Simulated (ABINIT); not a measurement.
# BP (F-43m): one start, several treatments of the self-energy

Aim: compare treatments of exchange, screening and correlation for the gap of BP (F-43m).

Calculated with ABINIT 10.8.3; PBE and many-body steps on it, plane waves.

### Step 1. The starting structure

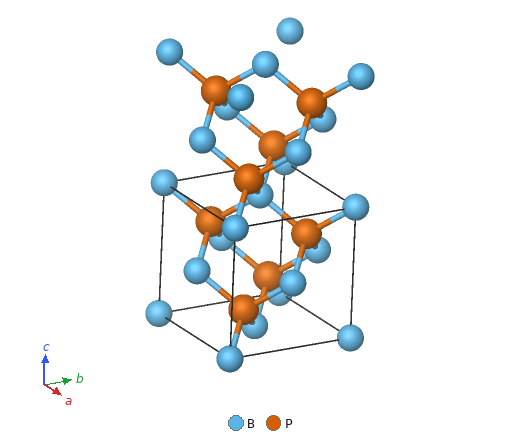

Start, viewed slightly off an axis; boron blue, phosphorus orange. 1×1×2 cells are drawn. This picture shows the conventional cell, with its axes. Bonds to atoms that aren't drawn are left out. Some periodic images of atoms are drawn too.

The cell and positions come from the Crystallography Open Database and are kept as given unless a step says otherwise.

### Step 2. Empty states on the mesh, 6×6×6 mesh, 209 bands

This step: ABINIT 10.8.3; DFT, PBE, plane waves, norm-conserving pseudopotentials.

The sums over transitions need many empty states on a uniform mesh; this step solves for them.

Input file run.abi:

```
acell 3*1.0 Angstrom
rprim 
  0.000000000000 2.269000000000 2.269000000000
  2.269000000000 0.000000000000 2.269000000000
  2.269000000000 2.269000000000 0.000000000000
ntypat 2
znucl 5 15
natom 2
typat 1 2
xred 
  0.000000000000 0.000000000000 0.000000000000
  0.250000000000 0.250000000000 0.250000000000
pp_dirpath "pseudos"
pseudos "B.upf, P.upf"
ecut 34
ngkpt 6 6 6
nshiftk 1
shiftk 0 0 0
kptopt 1
chksymbreak 0
irdden 1
istwfk *1
nband 209
prtvol 0
optdriver 6
gwr_task "HDIAGO"
paral_kgb 0
occopt 1
indata_prefix "in"
outdata_prefix "out"
tmpdata_prefix "tmp"
```

On the command line:

```console
OMP_NUM_THREADS=1 mpirun -n 4 abinit run.abi > log
```

What it wrote:

```text
.Version 10.8.3 of ABINIT. v10.8.2 released Aug 2026.

 Symmetries : space group F-4 3 m (#216); Bravais cF (face-center cubic)
[... echo of the input left out ...]
== DATASET  1 ==================================================================
-   mpi_nproc: 4, omp_nthreads: 1 (-1 if OMP is not activated)

--- !DatasetInfo
iteration_state: {dtset: 1, }
dimensions: {natom: 2, nkpt: 16, mband: 209, nsppol: 1, nspinor: 1, nspden: 1, mpw: 1524, }
cutoff_energies: {ecut:  34.0, pawecutdg:  -1.0, }
[...]
Indirect band gap semiconductor
 Fundamental gap:     1.347 (eV)
   VBM:     7.266 (eV) at k: [ 0.0000E+00,  0.0000E+00,  0.0000E+00]
   CBM:     8.613 (eV) at k: [ 5.0000E-01,  5.0000E-01,  0.0000E+00]
 Direct gap:         3.407 (eV) at k: [ 0.0000E+00,  0.0000E+00,  0.0000E+00]

== END DATASET(S) ==============================================================
================================================================================

 -outvars: echo values of variables after computation  --------
           etotal      0.0000000000E+00
            nband         209
             nkpt          16
          spgroup         216
 [... the other variables as echoed above ...]

 Calculation completed.
```

The job ended after 9.2 s (4 MPI ranks of Intel Xeon Platinum 8488C (Sapphire Rapids), shared host; peak memory 0.79 GiB; 36 s of CPU time).

This step gave:

```
gap                                                           : 1.347 eV
k of the valence top                                          : 0, 0, 0
k of the conduction bottom                                    : 0.5, 0.5, 0
least direct gap                                              : 3.407 eV
k points computed                                             : 16
lowest point of the top converged band, above the valence top : 219.8515 eV
```

On this mesh the gap is 1.347 eV.

The density comes from a self-consistent run that is not shown.

### Step 3. Screening, 6×6×6 mesh, 201 bands, screening to 304.8 eV

The RPA dielectric matrix is built and inverted for each q.

This step: RPA screening on PBE, plane waves, norm-conserving pseudopotentials.

Edit run.abi of step 2 so:

```diff
@@ -20,10 +20,11 @@
 chksymbreak 0
-irdden 1
 istwfk *1
-nband 209
-prtvol 0
-optdriver 6
-gwr_task "HDIAGO"
-paral_kgb 0
 occopt 1
+irdwfk 1
+optdriver 3
+nband 201
+ecuteps 11.2
+inclvkb 2
+awtr 1
+symchi 1
 indata_prefix "in"
```

What it wrote:

```text
.Version 10.8.3 of ABINIT. v10.8.2 released Aug 2026.

 Symmetries : space group F-4 3 m (#216); Bravais cF (face-center cubic)
[... echo of the input left out ...]
== DATASET  1 ==================================================================
-   mpi_nproc: 4, omp_nthreads: 1 (-1 if OMP is not activated)

--- !DatasetInfo
iteration_state: {dtset: 1, }
dimensions: {natom: 2, nkpt: 16, mband: 201, nsppol: 1, nspinor: 1, nspden: 1, mpw: 1524, }
cutoff_energies: {ecut:  34.0, pawecutdg:  -1.0, }
electrons: {nelect:   8.00000000E+00, charge:   0.00000000E+00, occopt:   1.00000000E+00, tsmear:   1.00000000E-02, }

 SCREENING: Calculation of the susceptibility and dielectric matrices

 Based on a program developped by R.W. Godby, V. Olevano, G. Onida, and L. Reining.
 Incorporated in ABINIT by V. Olevano, G.-M. Rignanese, and M. Torrent.
.Using double precision arithmetic ; gwpc =  8

[... cell and pseudopotentials left out ...]
--------------------------------------------------------------------------------

 ==== K-mesh for the wavefunctions ====
 Number of points in the irreducible wedge :    16
[... list of points left out ...]
 Together with 24 symmetry operations and time-reversal symmetry
 yields   216 points in the full Brillouin Zone.

 ==== Q-mesh for the screening function ====
 Number of points in the irreducible wedge :    16
[... list of points left out ...]
 Together with 24 symmetry operations and time-reversal symmetry
 yields   216 points in the full Brillouin Zone.

 setmesh: FFT mesh size selected  =    25x   25x   25
          total number of points  =        15625

 vcoul_init : cutoff-mode = AUXILIARY_FUNCTION
 q-points for optical limit:   1
     1)      0.000010    0.000020    0.000030

- screening: taking advantage of time-reversal symmetry
- Maximum band index for partially occupied states nbvw = 4
- Remaining bands to be divided among processors   nbcw = 197
- Number of bands treated by each node ~49

 Number of electrons calculated from density =    8.0000; Expected =    8.0000
 average of density, n =  0.050741
 r_s =    1.6757
 omega_plasma =   21.7288 [eV]

 calculating chi0 at frequencies [eV] :
  1    0.000000E+00    0.000000E+00
  2    0.000000E+00    2.172879E+01

--------------------------------------------------------------------------------
  q-point number  1        q = ( 0.000000, 0.000000, 0.000000) [r.l.u.]
--------------------------------------------------------------------------------
[... chi0 elements left out ...]
 For q-point:  0.000010 0.000020 0.000030
  dielectric constant =   9.7363
  dielectric constant without local fields =  10.6503

  Average fulfillment of the sum rule on Im[epsilon] for q-point    1 :     95.28  [%]
[... wings left out ...]
  q-point number  2        q = ( 0.166667, 0.000000, 0.000000) [r.l.u.]
--------------------------------------------------------------------------------
[... chi0 elements left out ...]
  Average fulfillment of the sum rule on Im[epsilon] for q-point    2 :     96.06  [%]

 [... 14 further q-points ...]
```

Wall time 80 s (4 MPI ranks); peak memory 1.4 GiB; 5.3 min of CPU time.

Numbers from this step:

- ε∞ with local fields, on this mesh, along the program's q direction: 9.736
- the same without local fields: 10.65
- plasma frequency: 21.73 eV
- plane waves in the screening matrix: 283

Local fields lower ε∞ by 9 %.

### Step 4. G0W0, Godby-Needs plasmon pole

The self-energy is evaluated for the states that the input lists, and the levels follow from it, in one-shot runs by the linearised quasiparticle equation.

This step: G0W0 on PBE, plane waves, norm-conserving pseudopotentials.

Edit run.abi of step 3 so:

```diff
@@ -23,8 +23,17 @@
 irdwfk 1
-optdriver 3
+optdriver 4
 nband 201
+gwcalctyp 0
+ecutsigx 34
+symsigma 1
+nkptgw 2
+kptgw 
+  0.0000000000 0.0000000000 0.0000000000
+  0.5000000000 0.5000000000 0.0000000000
+bdgw 
+  2 7
+  3 6
 ecuteps 11.2
-inclvkb 2
-awtr 1
-symchi 1
+irdscr 1
+ppmodel 1
 indata_prefix "in"
```

What it wrote:

```text
.Version 10.8.3 of ABINIT. v10.8.2 released Aug 2026.

 Symmetries : space group F-4 3 m (#216); Bravais cF (face-center cubic)
[... echo of the input left out ...]
== DATASET  1 ==================================================================
-   mpi_nproc: 4, omp_nthreads: 1 (-1 if OMP is not activated)

--- !DatasetInfo
iteration_state: {dtset: 1, }
dimensions: {natom: 2, nkpt: 16, mband: 201, nsppol: 1, nspinor: 1, nspden: 1, mpw: 1524, }
cutoff_energies: {ecut:  34.0, pawecutdg:  -1.0, }
electrons: {nelect:   8.00000000E+00, charge:   0.00000000E+00, occopt:   1.00000000E+00, tsmear:   1.00000000E-02, }

 SIGMA: Calculation of the GW corrections

 Based on a program developped by R.W. Godby, V. Olevano, G. Onida, and L. Reining.
 Incorporated in ABINIT by V. Olevano, G.-M. Rignanese, and M. Torrent.
.Using double precision arithmetic ; gwpc =  8

[... cell and pseudopotentials left out ...]
--------------------------------------------------------------------------------

 ==== K-mesh for the wavefunctions ====
 Number of points in the irreducible wedge :    16
[... list of points left out ...]
 Together with 24 symmetry operations and time-reversal symmetry
 yields   216 points in the full Brillouin Zone.

 ==== Q-mesh for screening function ====
 Number of points in the irreducible wedge :    16
[... list of points left out ...]
 Together with 24 symmetry operations and time-reversal symmetry
 yields   216 points in the full Brillouin Zone.

 vcoul_init : cutoff-mode = AUXILIARY_FUNCTION
 q-points for optical limit:   1
     1)      0.000010    0.000020    0.000030
 setmesh: FFT mesh size selected  =    32x   32x   32
          total number of points  =        32768

 Number of electrons calculated from density =    8.0000; Expected =    8.0000
 average of density, n =  0.050741
 r_s =    1.6757
 omega_plasma =   21.7288 [eV]

 === KS Band Gaps ===
  >>>> For spin  1
   Minimum direct gap =   3.4068 [eV], located at k-point      :   0.0000  0.0000  0.0000
   Fundamental gap    =   1.3473 [eV], Top of valence bands at :   0.0000  0.0000  0.0000
                                       Bottom of conduction at :   0.5000  0.5000  0.0000
 SIGMA fundamental parameters:
 PLASMON POLE MODEL  1
 number of plane-waves for SigmaX                 1459
 number of plane-waves for SigmaC and W            283
 number of plane-waves for wavefunctions          1459
 number of bands                                   201
 number of independent spin polarizations            1
 number of spinorial components                      1
 number of k-points in IBZ                          16
 number of q-points in IBZ                          16
 number of symmetry operations                      24
 number of k-points in BZ                          216
 number of q-points in BZ                          216
 number of frequencies for dSigma/dE                 9
 frequency step for dSigma/dE [eV]                0.25
 number of omega for Sigma on real axis              0
 max omega for Sigma on real axis  [eV]           0.00
 zcut for avoiding poles [eV]                     0.10

 EPSILON^-1 parameters (SCR file):
 dimension of the eps^-1 matrix on file            283
 dimension of the eps^-1 matrix used               283
 number of plane-waves for wavefunctions          1459
 number of bands                                   201
 number of q-points in IBZ                          16
 number of frequencies                               2
 number of real frequencies                          1
 number of imag frequencies                          1

 matrix elements of self-energy operator (all in [eV])

 Perturbative Calculation

--- !SelfEnergy_ee
iteration_state: {dtset: 1, }
kpoint     : [   0.000,    0.000,    0.000, ]
spin       : 1
KS_gap     :    3.407
QP_gap     :    4.288
Delta_QP_KS:    0.881
data: !SigmaeeData |
     Band     E0 <VxcDFT>   SigX SigC(E0)      Z dSigC/dE  Sig(E)    E-E0       E
        2   7.266 -13.300 -15.048   0.870   0.791  -0.264 -13.995  -0.695   6.571
        3   7.266 -13.300 -15.048   0.870   0.791  -0.264 -13.995  -0.695   6.571
        4   7.266 -13.300 -15.048   0.870   0.791  -0.264 -13.995  -0.695   6.571
        5  10.672 -12.025  -7.238  -4.553   0.793  -0.261 -11.839   0.186  10.859
        6  10.672 -12.025  -7.238  -4.553   0.793  -0.261 -11.839   0.186  10.859
        7  10.672 -12.025  -7.238  -4.553   0.793  -0.261 -11.839   0.186  10.859

--- !SelfEnergy_ee
iteration_state: {dtset: 1, }
kpoint     : [   0.500,    0.500,    0.000, ]
spin       : 1
KS_gap     :    5.461
QP_gap     :    6.361
Delta_QP_KS:    0.900
data: !SigmaeeData |
     Band     E0 <VxcDFT>   SigX SigC(E0)      Z dSigC/dE  Sig(E)    E-E0       E
        3   3.152 -12.497 -15.992   2.379   0.772  -0.295 -13.359  -0.862   2.290
        4   3.152 -12.497 -15.992   2.379   0.772  -0.295 -13.359  -0.862   2.290
        5   8.613 -10.826  -6.523  -4.256   0.804  -0.243 -10.788   0.038   8.651
        6   8.933 -10.680  -6.271  -4.296   0.809  -0.236 -10.589   0.091   9.024

== END DATASET(S) ==============================================================
================================================================================

 -outvars: echo values of variables after computation  --------
           etotal      0.0000000000E+00
            nband         201
             nkpt          16
          spgroup         216
 [... the other variables as echoed above ...]

 Calculation completed.
```

Elapsed: 35 s, on 4 MPI ranks; peak memory 1.5 GiB; 2.3 min of CPU time.

This step gave:

```
G0W0 gap on the points computed              : 2.08 eV
starting gap on the mesh                     : 1.347 eV
k of the valence top                         : 0, 0, 0
k of the conduction bottom                   : 0.5, 0.5, 0
Z at the valence top                         : 0.791
Z at the conduction bottom                   : 0.804
least direct G0W0 gap on the computed points : 4.288 eV
```

The gap on the mesh goes from 1.35 eV to 2.08 eV, a correction of +0.73 eV.

### Step 5. G0W0, Hybertsen-Louie plasmon pole

Edit run.abi of step 4 so:

```diff
@@ -37,3 +37,3 @@
 irdscr 1
-ppmodel 1
+ppmodel 2
 indata_prefix "in"
```

What it wrote:

```text
.Version 10.8.3 of ABINIT. v10.8.2 released Aug 2026.

 Symmetries : space group F-4 3 m (#216); Bravais cF (face-center cubic)
[... echo of the input left out ...]
== DATASET  1 ==================================================================
-   mpi_nproc: 4, omp_nthreads: 1 (-1 if OMP is not activated)

--- !DatasetInfo
iteration_state: {dtset: 1, }
dimensions: {natom: 2, nkpt: 16, mband: 201, nsppol: 1, nspinor: 1, nspden: 1, mpw: 1524, }
cutoff_energies: {ecut:  34.0, pawecutdg:  -1.0, }
electrons: {nelect:   8.00000000E+00, charge:   0.00000000E+00, occopt:   1.00000000E+00, tsmear:   1.00000000E-02, }

 SIGMA: Calculation of the GW corrections

 Based on a program developped by R.W. Godby, V. Olevano, G. Onida, and L. Reining.
 Incorporated in ABINIT by V. Olevano, G.-M. Rignanese, and M. Torrent.
.Using double precision arithmetic ; gwpc =  8

[... cell and pseudopotentials left out ...]
--------------------------------------------------------------------------------

 ==== K-mesh for the wavefunctions ====
 Number of points in the irreducible wedge :    16
[... list of points left out ...]
 Together with 24 symmetry operations and time-reversal symmetry
 yields   216 points in the full Brillouin Zone.

 ==== Q-mesh for screening function ====
 Number of points in the irreducible wedge :    16
[... list of points left out ...]
 Together with 24 symmetry operations and time-reversal symmetry
 yields   216 points in the full Brillouin Zone.

 vcoul_init : cutoff-mode = AUXILIARY_FUNCTION
 q-points for optical limit:   1
     1)      0.000010    0.000020    0.000030
 setmesh: FFT mesh size selected  =    32x   32x   32
          total number of points  =        32768

 Number of electrons calculated from density =    8.0000; Expected =    8.0000
[...]
number of omega for Sigma on real axis              0
 max omega for Sigma on real axis  [eV]           0.00
 zcut for avoiding poles [eV]                     0.10

 EPSILON^-1 parameters (SCR file):
 dimension of the eps^-1 matrix on file            283
 dimension of the eps^-1 matrix used               283
 number of plane-waves for wavefunctions          1459
 number of bands                                   201
 number of q-points in IBZ                          16
 number of frequencies                               2
 number of real frequencies                          1
 number of imag frequencies                          1

 matrix elements of self-energy operator (all in [eV])

 Perturbative Calculation

--- !SelfEnergy_ee
iteration_state: {dtset: 1, }
kpoint     : [   0.000,    0.000,    0.000, ]
spin       : 1
KS_gap     :    3.407
QP_gap     :    4.377
Delta_QP_KS:    0.970
data: !SigmaeeData |
     Band     E0 <VxcDFT>   SigX SigC(E0)      Z dSigC/dE  Sig(E)    E-E0       E
        2   7.266 -13.300 -15.048   0.442   0.810  -0.235 -14.358  -1.059   6.207
        3   7.266 -13.300 -15.048   0.442   0.810  -0.235 -14.358  -1.059   6.207
        4   7.266 -13.300 -15.048   0.442   0.810  -0.235 -14.358  -1.059   6.207
[...]
--- !SelfEnergy_ee
iteration_state: {dtset: 1, }
kpoint     : [   0.500,    0.500,    0.000, ]
spin       : 1
KS_gap     :    5.461
QP_gap     :    6.472
Delta_QP_KS:    1.011
data: !SigmaeeData |
     Band     E0 <VxcDFT>   SigX SigC(E0)      Z dSigC/dE  Sig(E)    E-E0       E
[...]
5   8.613 -10.826  -6.523  -4.598   0.821  -0.218 -11.068  -0.242   8.371
        6   8.933 -10.680  -6.271  -4.621   0.825  -0.212 -10.856  -0.176   8.757

== END DATASET(S) ==============================================================
================================================================================

 -outvars: echo values of variables after computation  --------
           etotal      0.0000000000E+00
            nband         201
             nkpt          16
          spgroup         216
 [... the other variables as echoed above ...]

 Calculation completed.
```

It took 35 s on 4 MPI ranks; peak memory 1.4 GiB.

Numbers from this step:

```
G0W0 gap on the points computed              : 2.164 eV
starting gap on the mesh                     : 1.347 eV
k of the valence top                         : 0, 0, 0
k of the conduction bottom                   : 0.5, 0.5, 0
Z at the valence top                         : 0.81
Z at the conduction bottom                   : 0.821
least direct G0W0 gap on the computed points : 4.377 eV
```

Against G0W0 in ABINIT (6×6×6 mesh, 201 bands, screening to 304.8 eV, Godby-Needs plasmon pole), the gap moves by +0.084 eV.

### Step 6. G0W0, von der Linden-Horsch plasmon pole

Edit run.abi of step 5 so:

```diff
@@ -37,3 +37,3 @@
 irdscr 1
-ppmodel 2
+ppmodel 3
 indata_prefix "in"
```

What it wrote:

```text
.Version 10.8.3 of ABINIT. v10.8.2 released Aug 2026.

 Symmetries : space group F-4 3 m (#216); Bravais cF (face-center cubic)
[... echo of the input left out ...]
== DATASET  1 ==================================================================
-   mpi_nproc: 4, omp_nthreads: 1 (-1 if OMP is not activated)

--- !DatasetInfo
iteration_state: {dtset: 1, }
dimensions: {natom: 2, nkpt: 16, mband: 201, nsppol: 1, nspinor: 1, nspden: 1, mpw: 1524, }
cutoff_energies: {ecut:  34.0, pawecutdg:  -1.0, }
[...]
Band     E0 <VxcDFT>   SigX SigC(E0)      Z dSigC/dE  Sig(E)    E-E0       E
[...]
5   8.613 -10.826  -6.523  -4.658   0.825  -0.212 -11.119  -0.293   8.320
        6   8.933 -10.680  -6.271  -4.698   0.829  -0.206 -10.920  -0.240   8.693

== END DATASET(S) ==============================================================
================================================================================

 -outvars: echo values of variables after computation  --------
           etotal      0.0000000000E+00
            nband         201
             nkpt          16
          spgroup         216
 [... the other variables as echoed above ...]

 Calculation completed.
```

Elapsed: 16 s, on 4 MPI ranks; peak memory 1.4 GiB; 64 s of CPU time.

This step gave:

| Item | Value |
| --- | --- |
| G0W0 gap on the points computed | 2.091 eV |
| starting gap on the mesh | 1.347 eV |
| k of the valence top | 0, 0, 0 |
| k of the conduction bottom | 0.5, 0.5, 0 |
| least direct G0W0 gap on the computed points | 4.331 eV |

Against G0W0 in ABINIT (6×6×6 mesh, 201 bands, screening to 304.8 eV, Godby-Needs plasmon pole), the gap moves by +0.011 eV.

(Continued in part 2 of 2.)

[Paths, hosts, dates, memory and timing lines, banners, echoed tables and standing remarks are left out of the program output.]

[Logs are printed without paths, hosts, clocks, repeated set-up lines and the standing remarks that a program may print on its own settings, such as how far it seeks lower states.]

[Runs of the session that timed out or met a known fault of the program may be left out.]

[Hosts, paths, dates, database ids (printed as entryN), source tags and the programs' standing remarks are cut or masked in the printed files.]

[G0W0 gaps are taken among the corrected bands and points alone; a level outside them can change the order at an edge.]

[Where Ansatz stands beside ABINIT at settings called matched, ABINIT's density can come from a denser mesh and the files from another edition; pairs whose starting gaps differed by over 0.03 eV were left out, so agreement reads better than it is.]
